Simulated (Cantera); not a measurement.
Input: 1 mol SiH4, 0.11 mol C3H8, 91 mol H2, 0.28 mol CO2, at 1.00 bar.

Cantera equilibrium calculation (NASA polynomials, part measured and part estimated; ideal gas, pure solids and liquids). Candidate condensed phases: C, C6H6, C7H8, C8H18, H2O, Si, SiC, SiO2; 123 gas species. Mutual solubility and eutectic melting of coexisting phases are not modelled. The tables hold silica as quartz up to 1696 K and as liquid above; real silica turns to tridymite and cristobalite and melts near 1996 K. Gases not in the tables: Si2H6 and higher silanes. Equilibrium is a limit: real reactors are often held back by kinetics, nucleation or transport.

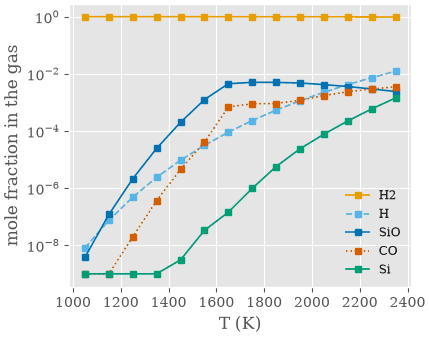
Figure. Equilibrium gas composition (values under 1e-9 drawn at 1e-9)

From 1050 K to 1550 K the condensed part is Si(s) + SiC(s) + SiO2(β-quartz). At 1650 K the condensed part is SiC(s) + SiO2(β-quartz). From 1750 K to 1850 K the condensed part is SiC(s). From 1950 K to 2350 K the condensed part is Si(l) + SiC(s). The main Si-bearing gas is SiH4 at 1050 K and SiO at 2350 K.
